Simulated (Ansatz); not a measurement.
GeSb2Te4 (R3m), computed twice by G0W0.

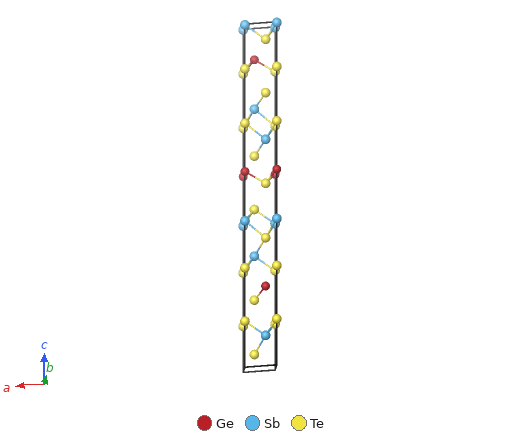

The structure (germanium red, antimony blue, tellurium yellow). Bonds to atoms that aren't drawn are left out. Some periodic images of atoms are drawn too.

Symmetry: R3m, No. 160, trigonal system. The conventional cell has a = 4.309 Å, b = 4.309 Å, c = 41.691 Å, α = 90.00°, β = 90.00°, γ = 120.00°. Nearest to Ge lie 6 Te at 2.86 to 3.32 Å. Sb has 6 Te at 3.02 to 3.21 Å nearest. Sb has 6 Te at 3.03 to 3.16 Å nearest. Te has 3 Ge at 2.86 Å nearest. Nearest to Te lie 3 Sb at 3.02 Å. Nearest to Te lie 6 Sb at 3.16 to 3.21 Å. Farther neighbours and most contacts between anions are not listed.

```
Ge Sb Te
1.0
     2.15473    1.24403   13.89708
    -2.15473    1.24403   13.89708
     0.00000   -2.48807   13.89708
Ge Sb Te
1 2 4
Direct
  0.57046 0.57046 0.57046
  0.42653 0.42653 0.42653
  0.99799 0.99799 0.99799
  0.86977 0.86977 0.86977
  0.13417 0.13417 0.13417
  0.71137 0.71137 0.71137
  0.28972 0.28972 0.28972
```

The cell and positions are those that the Materials Project relaxed with its own functionals (PBE, PBE+U or r2SCAN), kept fixed. Spin-orbit coupling is left out unless a run names it.

The first (Ansatz 0.2.0; start PBE with 40 % exact exchange, 4×4×4 mesh, 932 empty bands, screening to 150 eV, PAW set soft_1 files; 1 × NVIDIA H100 80GB HBM3 (shared by 6 runs) with 2 threads of AMD EPYC 7R13 (Zen 3), shared host) gave, on its mesh: starting gap 1.28 eV, G0W0 gap 0.51 eV, RPA ε∞ (mean) 16.31, 8.9 min.

The second gave: starting gap 2.03 eV, G0W0 gap 0.57 eV, RPA ε∞ (mean) 11.39, 7.3 min.

Question: What was changed in the input? Choose among start, files, mesh, bands and cutoff, frequency model or another key.

Changed: start from PBE with 40 % exact exchange to PBE with 60 % exact exchange. A jump of this size in the start, with ε∞ moving the other way, marks another functional. Other changes could give like numbers; this is the one that was made.

Limits: not at the basis limit; no spin-orbit coupling.

[Paths, hosts, dates, memory and timing lines, banners, echoed tables and standing remarks are left out of the program output.]

[Logs are printed without paths, hosts, clocks, repeated set-up lines and the standing remarks that a program may print on its own settings, such as how far it seeks lower states.]

[Runs of the session that timed out or met a known fault of the program may be left out.]

[Cells called generated may have been cut or substituted from an entry of the Crystallography Open Database or the Materials Project.]

[Hosts, paths, dates, database ids (printed as entryN), source tags and the programs' standing remarks are cut or masked in the printed files.]
